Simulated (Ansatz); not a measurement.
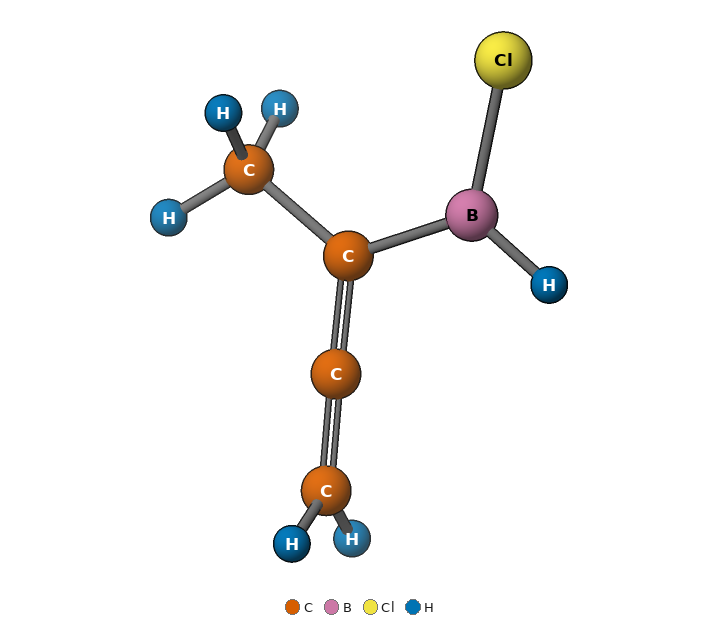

Multiple sticks mark multiple bonds (one Kekulé form).

The geometry was computed by an optimisation with PBE0-D4/def2-TZVP.

What is the molecular formula?

Answer. C₄H₆BCl, 12 atoms: 4 carbon, 6 hydrogen, 1 boron and 1 chlorine.

Count the bonded pairs by element.

Answer. 5 C–H, 3 C–C, 1 C–B, 1 B–Cl, 1 B–H.

More results for the same structure follow; atom numbers are the same in all pictures, views and colours differ.

Shape

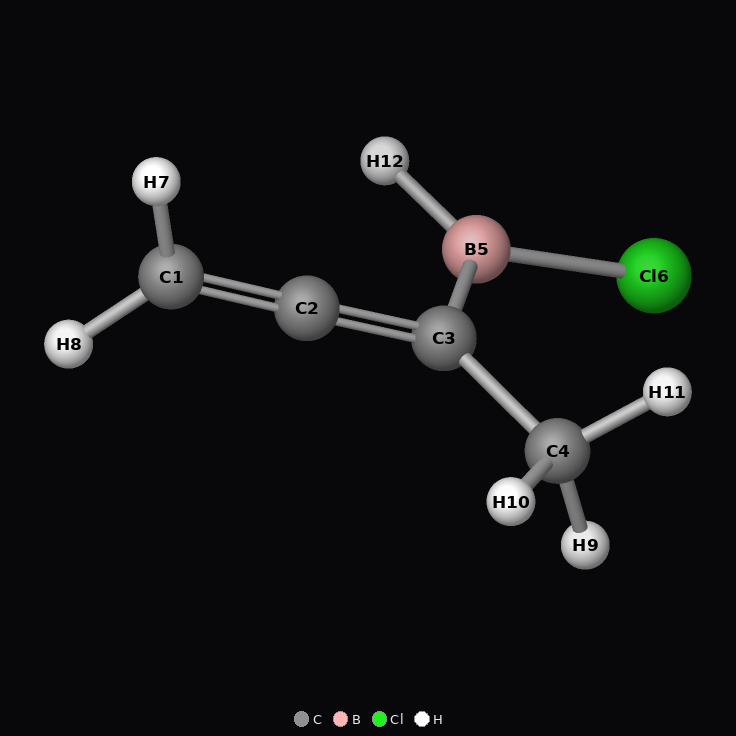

Numbered structure.

What are the angles C2–C1–H7, C1–C2–C3, C2–C3–C4, C2–C3–B5, C4–C3–B5, C3–C4–H10, C3–C4–H9, C3–B5–Cl6, C3–B5–H12, Cl6–B5–H12?

```
     angle  degrees
  C2–C1–H7    121.1
  C1–C2–C3    178.7
  C2–C3–C4    122.2
  C2–C3–B5    114.2
  C4–C3–B5    123.7
 C3–C4–H10    111.6
  C3–C4–H9    110.4
 C3–B5–Cl6    120.1
 C3–B5–H12    122.6
Cl6–B5–H12    117.4
```

Charges

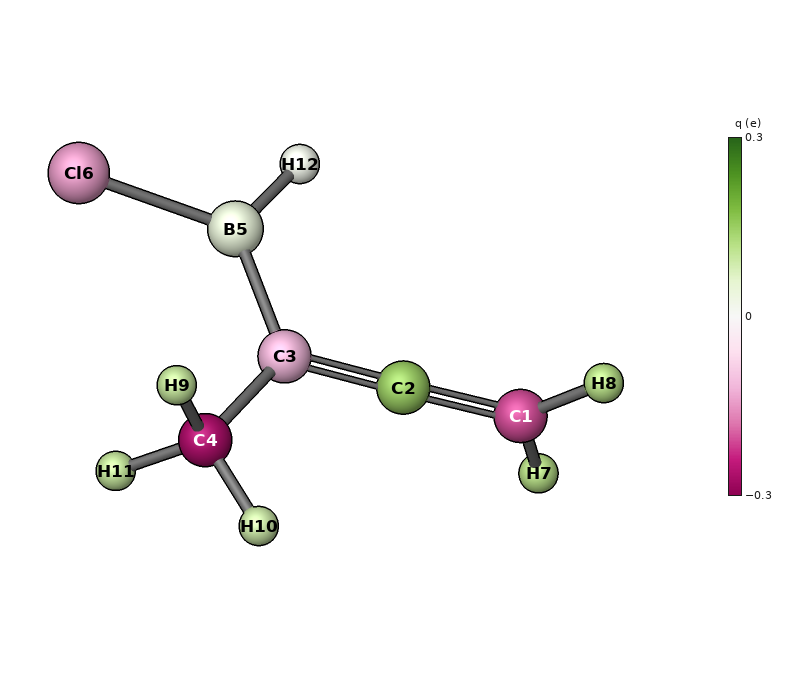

Atoms are coloured by their Mulliken charges. Level of theory: RKS PBE-D4/def2-TZVPP (Ansatz 0.2.0).

Which atom carries the highest charge (most positive or least negative)?

Answer. C2 (0.15 e).

And the lowest?

Answer. C4 (−0.26 e).

Give the Mulliken charges atom by atom.

```tsv
atom	value (e)
C1	−0.21
C2	0.15
C3	−0.12
C4	−0.26
B5	0.04
Cl6	−0.14
H7	0.12
H8	0.12
H9	0.10
H10	0.09
H11	0.10
H12	0.02
```

Vibrations

Harmonic vibrations computed with RKS PBE0-D4/def2-TZVP (Ansatz 0.2.0) at a stationary point of the same level.

List the wavenumbers.

Answer. 30 modes: 80, 129, 134, 199, 288, 378, 451, 574, 586, 751, 824, 842, 849, 986, 1003, 1048, 1084, 1255, 1301, 1399, 1443, 1475, 1488, 2028, 2670, 3056, 3120, 3148, 3150, 3227 cm⁻¹.

Dipole moment

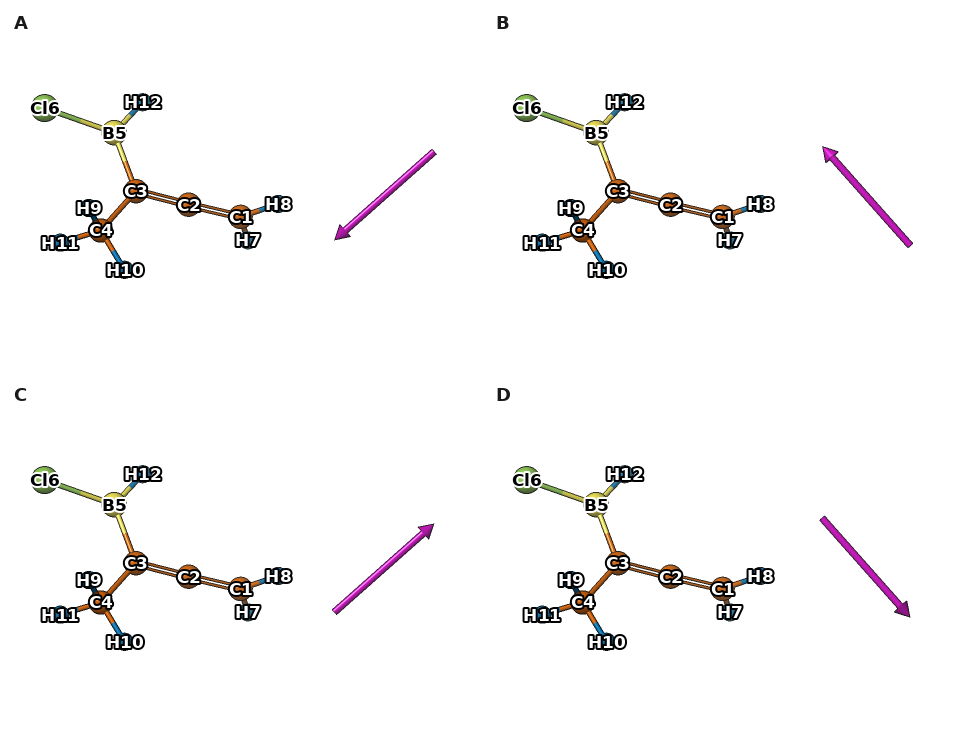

The same molecule four times, each with an arrow. Method: RKS PBE-D4/def2-TZVPP (Ansatz 0.2.0).

Which arrow points along the dipole moment, from the negative to the positive end?

Answer. D. The dipole moment is 1.90 D; it points from the side of Cl6 to the side of H7, H8 (the outermost atoms at the two ends).

Mulliken values depend strongly on the basis set and can even reverse the polarity of a bond.
